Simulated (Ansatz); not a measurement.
# CH3FGeO: from a rough start to a minimum

What shape does CH3FGeO take? The plan is to relax it, then compute its harmonic vibrations to see whether it is a minimum and to get the zero-point energy and entropy.

Computed with Ansatz 0.2.0, Gaussian basis. Level: RKS PBE0-D4/def2-TZVP.

Plan: relaxation at PBE-D4/def2-SVP; relaxation at PBE0-D4/def2-TZVP; harmonic vibrations at the same level.

1 further run of the same task is left out (set aside as unsound or not needed).

### Step 1. The starting structure

SMILES `C[O][Ge][F]`, 7 atoms, charge 0, spin multiplicity 1.

Atoms are counted from 1 here; the program's logs count them from 0.

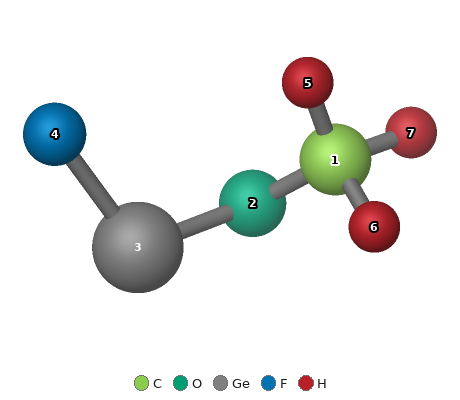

As it starts; carbon green, oxygen teal, germanium grey, fluorine blue, hydrogen red; atoms are numbered from 1 in the order of the file.

The start is a force-field geometry with small random shifts, so a cheaper pass at PBE-D4/def2-SVP comes first.

### Step 2. Optimising with PBE-D4/def2-SVP (cheap first pass)

The input, in.yaml:

```yaml
crystal:
  periodic: [false, false, false]
  atoms:
    - {symbol: C, position_ang: [-0.519900, 0.477300, 0.345100]}
    - {symbol: O, position_ang: [-0.017400, 0.416700, -0.952800]}
    - {symbol: Ge, position_ang: [1.506300, -0.477000, -0.815000]}
    - {symbol: F, position_ang: [1.285500, -2.185200, -0.638700]}
    - {symbol: H, position_ang: [-0.792100, -0.489800, 0.737600]}
    - {symbol: H, position_ang: [0.098800, 1.111400, 1.013500]}
    - {symbol: H, position_ang: [-1.499800, 1.078500, 0.264700]}
basis:
  gaussian: {orbitals: def2-SVP}
hamiltonian: {xc: pbe, dispersion: d4}
relax: {f_tol: 0.03, max_steps: 200}
```

Output, shortened:

```text
Functional definition: PBE
  name "PBE"
  cite "Perdew, Burke & Ernzerhof, Phys. Rev. Lett. 77, 3865 (1996) doi:10.1103/PhysRevLett.77.3865"
  parent pbe
[...]
974 factors; their error is unknown
[...]
mean field -62342.18730008 eV, -2291.0331262258 hartree, gradient 6.1e-5 eV, S^2 0.000000; 0 other end points of the search recorded, 0 dependent functions left out
[...]
reference -62342.18733021 eV, -2291.0331273327 hartree; 29, 29 occupied and 60, 60 virtual orbitals, 974 factors
relax step   1: F+E_penalty+E_count = -62342.31013019 eV  Δ(F+E_penalty+E_count) = +0.000e0 eV  max|allowed force component| = 2.774e0 eV/Å  Δτ_max = 0.0000 Å  (27 SCF iters, accepted)
[...]
relax step   3: F+E_penalty+E_count = -62342.89695980 eV  Δ(F+E_penalty+E_count) = -1.217e-1 eV  max|allowed force component| = 1.185e0 eV/Å  Δτ_max = 0.1947 Å  (34 SCF iters, accepted)
[...]
relax step   5: F+E_penalty+E_count = -62343.20586522 eV  Δ(F+E_penalty+E_count) = -1.710e-1 eV  max|allowed force component| = 3.594e-1 eV/Å  Δτ_max = 0.1992 Å  (34 SCF iters, accepted)
[...]
relax step   7: F+E_penalty+E_count = -62343.22677102 eV  Δ(F+E_penalty+E_count) = -1.569e-2 eV  max|allowed force component| = 1.403e-1 eV/Å  Δτ_max = 0.1047 Å  (30 SCF iters, accepted)
[...]
relax step   8: F+E_penalty+E_count = -62343.22835847 eV  Δ(F+E_penalty+E_count) = -1.587e-3 eV  max|allowed force component| = 5.496e-2 eV/Å  Δτ_max = 0.0327 Å  (30 SCF iters, accepted)
[...]
relax step   9: F+E_penalty+E_count = -62343.22878078 eV  Δ(F+E_penalty+E_count) = -4.223e-4 eV  max|allowed force component| = 2.478e-2 eV/Å  Δτ_max = 0.0351 Å  (29 SCF iters, accepted)
974 factors; their error is unknown
[...]
mean field -62343.10655899 eV, -2291.0669083676 hartree, gradient 1.1e-5 eV, S^2 0.000000; 1 other end points of the search recorded, 0 dependent functions left out
[...]
reference -62343.10658896 eV, -2291.0669094689 hartree; 29, 29 occupied and 60, 60 virtual orbitals, 974 factors
Total energy: -62343.22881075 eV, -2291.0714010366 hartree
Atom 0 at    -0.501785     0.492738     0.387247 Å, force    -0.022849     0.004924     0.024778 eV/Å
Atom 1 at     0.409372     0.650493    -0.690851 Å, force     0.005986    -0.005598     0.007367 eV/Å
Atom 2 at     1.459193    -0.620781    -1.409311 Å, force     0.004552     0.007640    -0.018287 eV/Å
Atom 3 at     0.957983    -1.994651    -0.376669 Å, force     0.000746    -0.019774     0.009433 eV/Å
Atom 4 at    -0.539196    -0.553602     0.759244 Å, force     0.007080     0.012714    -0.020969 eV/Å
Atom 5 at    -0.204791     1.160172     1.225119 Å, force     0.004677     0.007021     0.002770 eV/Å
Atom 6 at    -1.519376     0.797532     0.059621 Å, force    -0.000193    -0.006927    -0.005094 eV/Å
Dipole moment:    -0.019932     0.129147    -0.018123 e Å
```

Run time: 13 s. Hardware: 2 threads, shared host.

Along the way:

| step | energy from step 1 (eV) | largest force component (eV/Å) |
| --- | --- | --- |
| 1 | 0.0000 | 2.7740 |
| 2 | -0.4651 | 1.0010 |
| 3 | -0.5868 | 1.1850 |
| 4 | -0.7247 | 1.3740 |
| 5 | -0.8957 | 0.3594 |
| 6 | -0.9010 | 0.3600 |
| 7 | -0.9166 | 0.1403 |
| 8 | -0.9182 | 0.0550 |
| 9 | -0.9187 | 0.0248 |

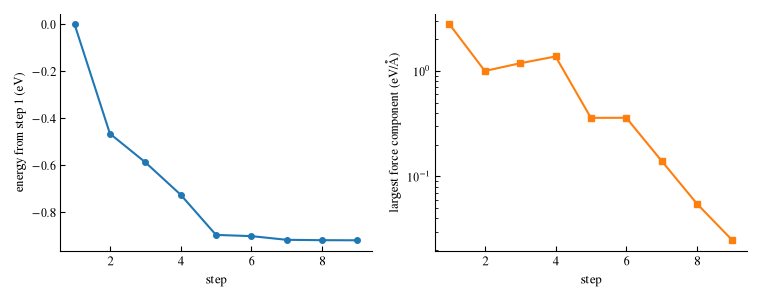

Energy and largest force along the relaxation.

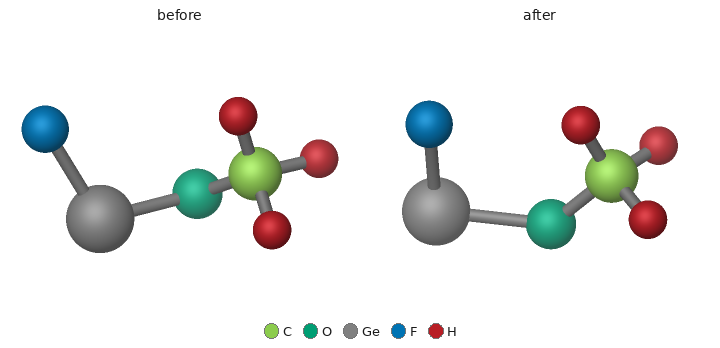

The geometry before (left) and after (right).

Close pairs (by a distance rule), those that changed most:

| bond | before (Å) | after (Å) | change (Å) |
| --- | --- | --- | --- |
| Ge3–F4 | 1.731 | 1.790 | +0.059 |
| C1–H7 | 1.152 | 1.112 | -0.041 |
| C1–H5 | 1.079 | 1.111 | +0.033 |
| C1–O2 | 1.393 | 1.420 | +0.027 |
| O2–Ge3 | 1.772 | 1.798 | +0.027 |
| C1–H6 | 1.110 | 1.112 | +0.002 |

### Step 3. Optimising with PBE0-D4/def2-TZVP

The input, in.yaml:

```yaml
crystal:
  periodic: [false, false, false]
  atoms:
    - {symbol: C, position_ang: [-0.501785, 0.492738, 0.387247]}
    - {symbol: O, position_ang: [0.409372, 0.650493, -0.690851]}
    - {symbol: Ge, position_ang: [1.459193, -0.620781, -1.409311]}
    - {symbol: F, position_ang: [0.957983, -1.994651, -0.376669]}
    - {symbol: H, position_ang: [-0.539196, -0.553602, 0.759244]}
    - {symbol: H, position_ang: [-0.204791, 1.160172, 1.225119]}
    - {symbol: H, position_ang: [-1.519376, 0.797532, 0.059621]}
basis:
  gaussian: {orbitals: def2-TZVP}
hamiltonian: {xc: pbe0, dispersion: d4}
relax: {f_tol: 0.005, max_steps: 150}
```

Output, shortened:

```text
Functional definition: PBE0
  name "PBE0"
  cite "Adamo & Barone, J. Chem. Phys. 110, 6158 (1999) doi:10.1063/1.478522"
  cite "Perdew, Burke & Ernzerhof, Phys. Rev. Lett. 77, 3865 (1996) doi:10.1103/PhysRevLett.77.3865"
  parent pbe
[...]
1020 factors; their error is unknown
[...]
mean field -62358.73286638 eV, -2291.6411645723 hartree, gradient 6.2e-5 eV, S^2 0.000000; 0 other end points of the search recorded, 0 dependent functions left out
[...]
reference -62358.73289103 eV, -2291.6411654779 hartree; 29, 29 occupied and 130, 130 virtual orbitals, 1020 factors
relax step   1: F+E_penalty+E_count = -62358.83514836 eV  Δ(F+E_penalty+E_count) = +0.000e0 eV  max|allowed force component| = 6.443e-1 eV/Å  Δτ_max = 0.0000 Å  (27 SCF iters, accepted)
[...]
reference -62358.77154654 eV, -2291.6425860417 hartree; 29, 29 occupied and 130, 130 virtual orbitals, 1020 factors
Total energy: -62358.87416304 eV, -2291.6463571286 hartree
Atom 0 at    -0.504818     0.491522     0.394860 Å, force    -0.002549    -0.000822     0.004039 eV/Å
Atom 1 at     0.412368     0.624201    -0.671949 Å, force     0.001636     0.000626    -0.001843 eV/Å
Atom 2 at     1.441726    -0.610665    -1.398404 Å, force     0.000229    -0.000246    -0.000153 eV/Å
Atom 3 at     0.967404    -1.990590    -0.400158 Å, force    -0.000223    -0.000143    -0.000343 eV/Å
Atom 4 at    -0.548506    -0.532166     0.773808 Å, force     0.000554     0.000285    -0.000230 eV/Å
Atom 5 at    -0.208048     1.161117     1.206575 Å, force     0.000066     0.000393    -0.000613 eV/Å
Atom 6 at    -1.498727     0.788482     0.049667 Å, force     0.000287    -0.000092    -0.000856 eV/Å
Dipole moment:    -0.007344     0.168832    -0.049249 e Å
```

It took 20 s on 2 threads, shared host; peak memory 0.38 GiB.

The steps of the relaxation:

| step | energy from step 1 (eV) | largest force component (eV/Å) |
| --- | --- | --- |
| 1 | 0.0000 | 0.6443 |
| 2 | -0.0320 | 0.3410 |
| 3 | -0.0385 | 0.0258 |
| 4 | -0.0389 | 0.0201 |
| 5 | -0.0390 | 0.0105 |
| 6 | -0.0390 | 0.0040 |

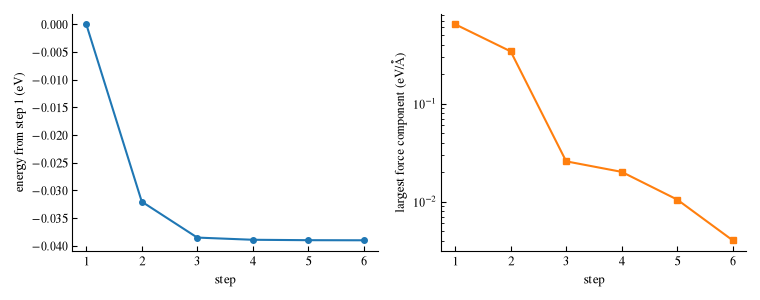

Energy and largest force along the relaxation.

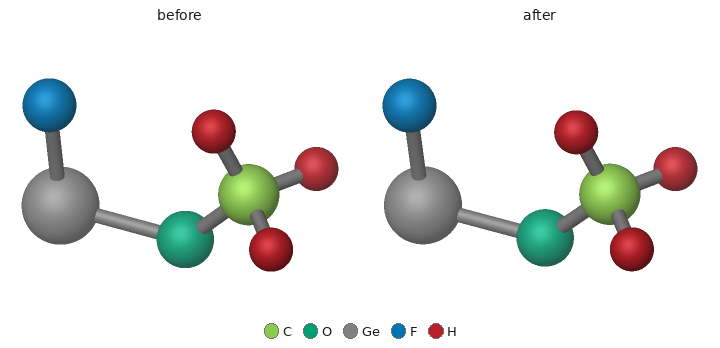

Before and after, at one scale.

Distances of close pairs at the start and the end, largest changes first:

| bond | before (Å) | after (Å) | change (Å) |
| --- | --- | --- | --- |
| O2–Ge3 | 1.798 | 1.764 | -0.034 |
| Ge3–F4 | 1.790 | 1.768 | -0.022 |
| C1–H5 | 1.111 | 1.092 | -0.019 |
| C1–H7 | 1.112 | 1.093 | -0.018 |
| C1–H6 | 1.112 | 1.093 | -0.018 |
| C1–O2 | 1.420 | 1.413 | -0.007 |

Mulliken charges at the end point, from the run's report:

| atom | value (e) |
| --- | --- |
| C1 | -0.21 |
| O2 | -0.39 |
| Ge3 | 0.61 |
| F4 | -0.40 |
| H5 | 0.14 |
| H6 | 0.12 |
| H7 | 0.12 |

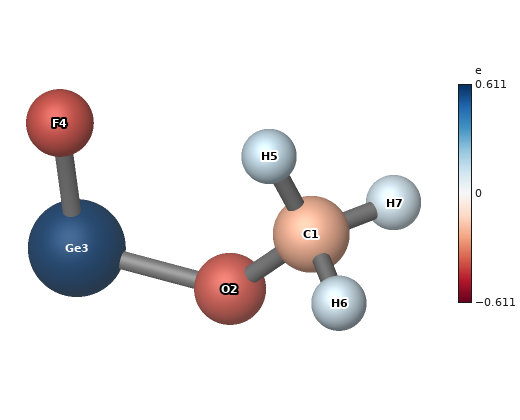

Mulliken charges at the end point, from the run's report, as colours on the atoms.

### Step 4. Vibrations by finite differences

The input, in.yaml:

```yaml
crystal:
  periodic: [false, false, false]
  atoms:
    - {symbol: C, position_ang: [-0.504818, 0.491522, 0.394860]}
    - {symbol: O, position_ang: [0.412368, 0.624201, -0.671949]}
    - {symbol: Ge, position_ang: [1.441726, -0.610665, -1.398404]}
    - {symbol: F, position_ang: [0.967404, -1.990590, -0.400158]}
    - {symbol: H, position_ang: [-0.548506, -0.532166, 0.773808]}
    - {symbol: H, position_ang: [-0.208048, 1.161117, 1.206575]}
    - {symbol: H, position_ang: [-1.498727, 0.788482, 0.049667]}
basis:
  gaussian: {orbitals: def2-TZVP}
hamiltonian: {xc: pbe0, dispersion: d4}
phonons: {temperatures: {t_min: 298.15, t_max: 900, t_step: 200}}
```

Output, shortened:

```text
Functional definition: PBE0
  name "PBE0"
  cite "Adamo & Barone, J. Chem. Phys. 110, 6158 (1999) doi:10.1063/1.478522"
  cite "Perdew, Burke & Ernzerhof, Phys. Rev. Lett. 77, 3865 (1996) doi:10.1103/PhysRevLett.77.3865"
  parent pbe
[...]
1020 factors; their error is unknown
[...]
mean field -62358.77152001 eV, -2291.6425850671 hartree, gradient 6.1e-5 eV, S^2 0.000000; 0 other end points of the search recorded, 0 dependent functions left out
[...]
reference -62358.77154440 eV, -2291.6425859631 hartree; 29, 29 occupied and 130, 130 virtual orbitals, 1020 factors
[...]
1020 factors; their error is unknown
mean field -62358.77134597 eV, -2291.6425786712 hartree, gradient 1.6e-6 eV, S^2 0.000000; 0 other end points of the search recorded, 0 dependent functions left out
[...]
reference -62358.77137037 eV, -2291.6425795678 hartree; 29, 29 occupied and 130, 130 virtual orbitals, 1020 factors
[...]
Total energy: -62358.87416090 eV, -2291.6463570500 hartree
Atom 0 at    -0.504818     0.491522     0.394860 Å, force    -0.002557    -0.000816     0.004057 eV/Å
Atom 1 at     0.412368     0.624201    -0.671949 Å, force     0.001668     0.000611    -0.001870 eV/Å
Atom 2 at     1.441726    -0.610665    -1.398404 Å, force     0.000194    -0.000218    -0.000130 eV/Å
Atom 3 at     0.967404    -1.990590    -0.400158 Å, force    -0.000187    -0.000179    -0.000365 eV/Å
Atom 4 at    -0.548506    -0.532166     0.773808 Å, force     0.000524     0.000287    -0.000210 eV/Å
Atom 5 at    -0.208048     1.161117     1.206575 Å, force     0.000069     0.000402    -0.000621 eV/Å
Atom 6 at    -1.498727     0.788482     0.049667 Å, force     0.000289    -0.000086    -0.000861 eV/Å
Dipole moment:    -0.007343     0.168833    -0.049250 e Å
Vibrations: 90.30 166.11 186.63 328.58 611.69 644.77 1110.23 1173.68 1193.88 1467.44 1493.88 1497.14 3035.58 3106.61 3122.00 cm⁻¹, zero-point energy 1.192016 eV
```

It took 89 s on 2 threads, shared host; peak memory 0.37 GiB.

Motions are named by where the mode's potential energy lies. The modes, unscaled (a negative number is an imaginary wavenumber):

| mode | cm⁻¹ | motion |
| --- | --- | --- |
| 1 | 90 | torsion |
| 2 | 166 | torsion |
| 3 | 187 | bend |
| 4 | 329 | bend |
| 5 | 612 | Ge–O stretch |
| 6 | 645 | Ge–F stretch |
| 7 | 1110 | C–O stretch |
| 8 | 1174 | bend |
| 9 | 1194 | bend |
| 10 | 1467 | bend |
| 11 | 1494 | bend |
| 12 | 1497 | bend |
| 13 | 3036 | C–H stretch |
| 14 | 3107 | C–H stretch |
| 15 | 3122 | C–H stretch |

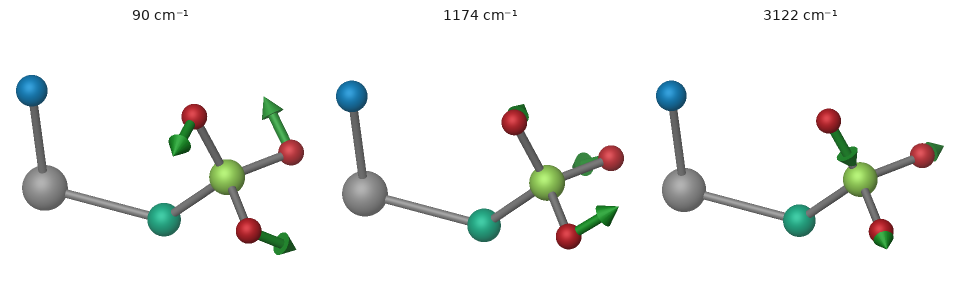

Displacements of 3 modes, as arrows.

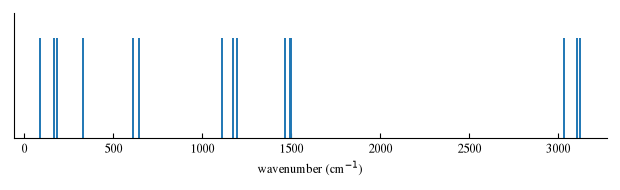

The harmonic wavenumbers as sticks (no intensities were computed).

Ideal gas, rigid rotor and harmonic oscillator at 298.15 K and 1 bar, with symmetry number 1:

| term | value |
| --- | --- |
| zero-point energy | 27.5 kcal/mol |
| H(298) − E | 31.6 kcal/mol |
| entropy, translation | 168.8 J/(mol K) |
| entropy, rotation | 107.4 J/(mol K) |
| entropy, vibration | 44.6 J/(mol K) |
| entropy, total | 320.9 J/(mol K) |

### Step 5. Outcome

```
                  quantity            value
               point group               Cs
                     steps            9 + 6
shift from the start (rms)          0.413 Å
              total energy   -62358.8742 eV
           dispersion term         -103 meV
             dipole moment           0.85 D
lowest, highest wavenumber    90, 3122 cm⁻¹
         zero-point energy    27.5 kcal/mol
       entropy at 298.15 K  320.9 J/(mol K)
```

**Reading.** The relaxed geometry lies 0.41 Å (rms) from the start; the bond that changed most is C1–H7, from 1.152 to 1.093 Å. All wavenumbers are real, so the end point is a minimum. The stiffest mode, 3122 cm⁻¹, is a C–H stretch, and 3 modes under 200 cm⁻¹ make the vibrational entropy uncertain. Harmonic hybrid wavenumbers usually lie a few per cent above measured fundamentals. The largest Mulliken charge, +0.61 e, sits on Ge3.
